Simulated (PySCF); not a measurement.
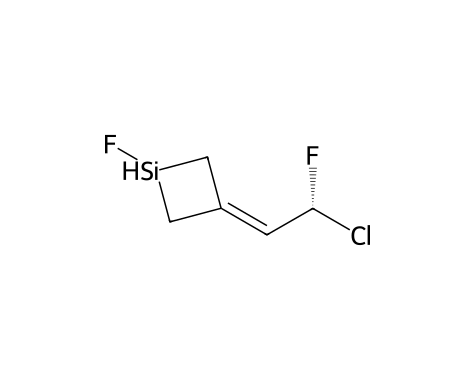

The geometry was computed by an optimisation with GFN2-xTB. No frequency run is at hand to confirm it as a minimum. Method: PBE0/pcSseg-1, gas phase (PySCF 2.14.0).

Computed properties:

The species is C₅H₇ClF₂Si (`F[C@H](Cl)C=C1C[SiH](F)C1`).
- dipole moment: 2.08 D
- HOMO energy (Kohn–Sham orbital): −7.60 eV
- LUMO energy (Kohn–Sham orbital): −0.96 eV
- HOMO–LUMO gap: 6.65 eV

The geometry is semi-empirical. Around Si such bond lengths and angles can be off by a tenth of an ångström or more and by several degrees, and values that hang on the shape move with them.
